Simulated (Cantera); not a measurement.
A closed system holds: 1 mol SF₆, 0.22 mol SO₂, 0.36 mol O₂, equilibrated at 81.0 Pa.

Method: chemical equilibrium by Gibbs-energy minimisation in Cantera with the NASA 1993 tables (ideal gas, pure condensed phases). Candidate condensed phases: S; 45 gas species. Ions and electrons are included (thermal ionisation). Rates play no part.

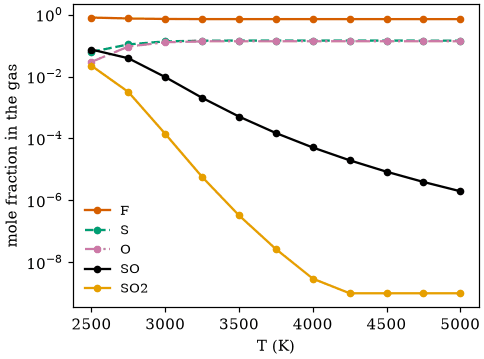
*Equilibrium gas composition (values under 1e-9 drawn at 1e-9)*

### Question
Read off the mole fractions at 2500 K.

### Answer
F about 0.80, SO about 0.074, S about 0.063, O about 0.030, SO₂ about 0.022.
